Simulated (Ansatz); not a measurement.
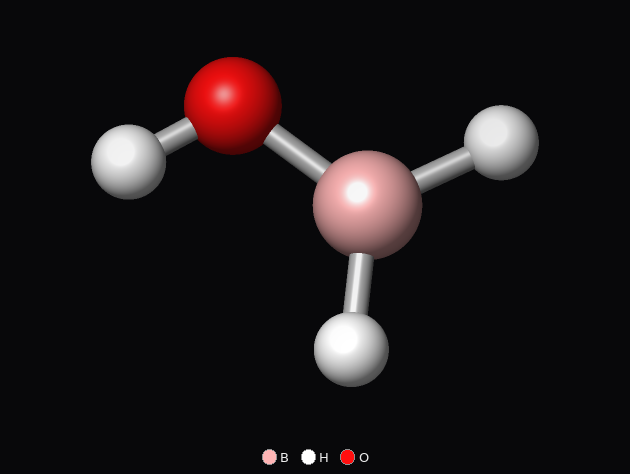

Rendered structure (ball-and-stick style). Every bond is drawn as one stick, whatever its order.

Computed geometry: PBE0-D4/def2-TZVP optimisation.

Describe the molecule.

It has 5 atoms: 1 boron, 3 hydrogen and 1 oxygen (BH₃O). This geometry has Cs symmetry. All atoms lie on one plane. Coordination: 1 B trigonal planar; 1 O bent.

More results for the same structure follow; atom numbers are the same in all pictures, views and colours differ.

Electronic properties

Method: RKS PBE0-D4/def2-TZVPP (Ansatz 0.2.0).

Computed properties:

- HOMO energy (Kohn–Sham orbital): −8.86 eV
- LUMO energy (Kohn–Sham orbital): −0.42 eV
- HOMO–LUMO gap: 8.44 eV

Vibrations

Harmonic vibrations computed with RKS PBE0-D4/def2-TZVP (Ansatz 0.2.0) at a stationary point of the same level.

Question: How many vibrational modes are there, and where do they lie?

Answer: 9 modes: 783, 884, 1053, 1173, 1183, 1387, 2556, 2658, 3876 cm⁻¹.

Thermal motion

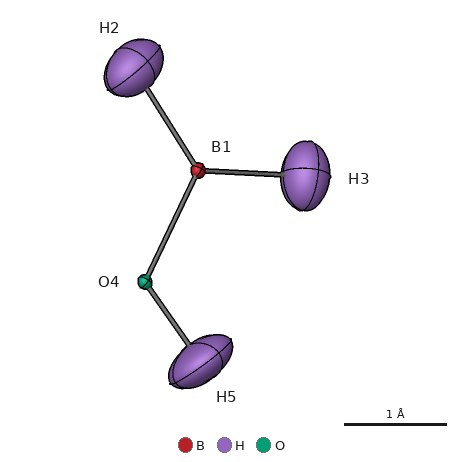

Displacement ellipsoids at the 50 % level, enlarged 2 times, from the internal vibrations of the free molecule (harmonic, no overall translation or rotation; no half-axis is drawn under 0.075 Å). Vibrations computed with RKS PBE0-D4/def2-TZVP (Ansatz 0.2.0). Temperature: 0 K (zero-point motion alone).

Give the displacement parameters, one line for each set of equivalent atoms.

```
atom  U_eq (Å²)   rms amplitudes (Å)
  B1    0.00049  0.019, 0.020, 0.027
  H2     0.0093  0.078, 0.094, 0.114
  H3     0.0090  0.079, 0.088, 0.114
  O4    0.00020  0.010, 0.011, 0.020
  H5     0.0112  0.065, 0.121, 0.121
```

Dipole moment

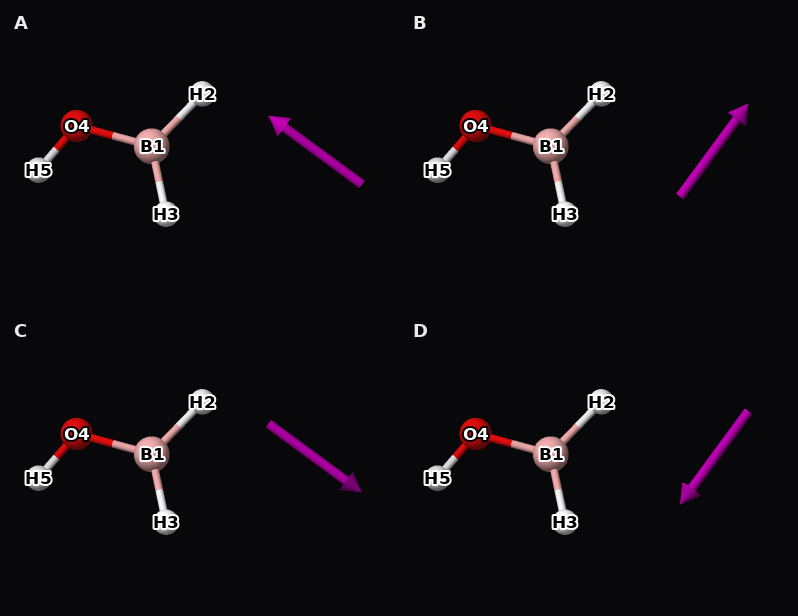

The same molecule four times, each with an arrow. Properties computed with RKS PBE0-D4/def2-TZVP (Ansatz 0.2.0).

Question: Which arrow points along the dipole moment, from the negative to the positive end?

Answer: D. The dipole moment is 1.61 D; it points from the side of H2 to the side of H5 (the outermost atoms at the two ends).
